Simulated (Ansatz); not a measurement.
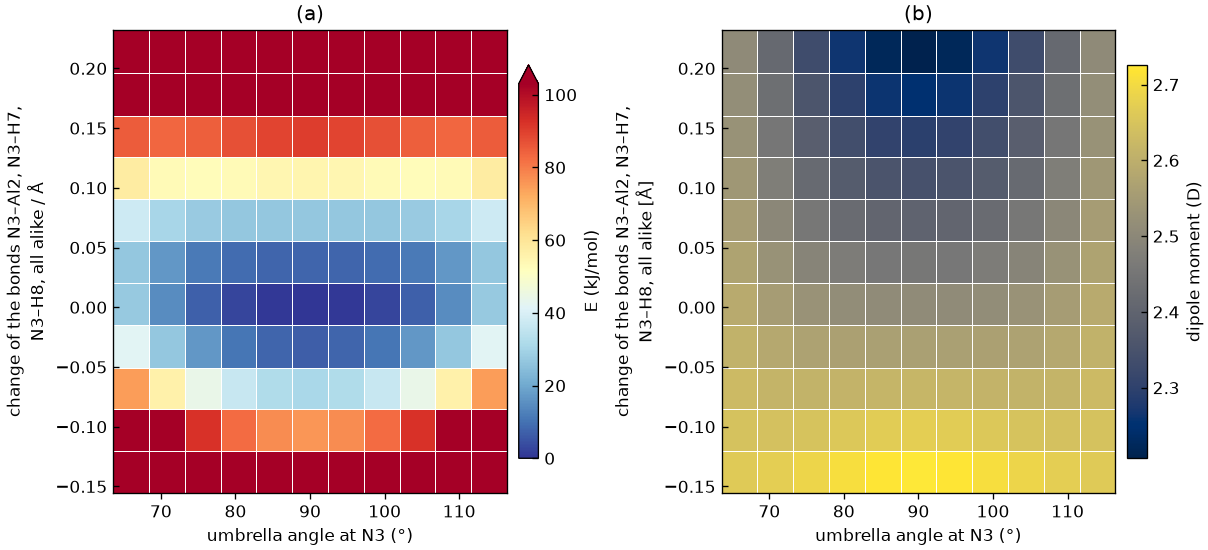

AlClH₄N₂, SMILES [NH2][Al]([NH2])[Cl]. First axis: umbrella angle at N3 (between each of its bonds and their common axis; 90 is planar). Second axis: change of the bonds N3–Al2, N3–H7, N3–H8, all alike. Nothing is relaxed (all other coordinates rigid). Grid: 11 × 11 points; 66 points were computed and 55 follow by symmetry. Points are written as (first, second). Energies are in kJ/mol, from the lowest grid point. Computed with RKS PBE0-D4/def2-TZVP in Ansatz.

Panel (a) is the energy and panel (b) the computed dipole moment on the same grid.

In the figure: one coloured cell a grid point, one colour for all values above the top of the scale.

> How does the dipole moment vary over the map, and what is it at the lowest grid point?

Leaving out the highest fifth of the energies, it runs from 2.26 D at (85.2°, 0.178 Å) to 2.67 D at (90.0°, −0.103 Å). At the lowest grid point, (90.0°, 0.003 Å), it is 2.51 D.
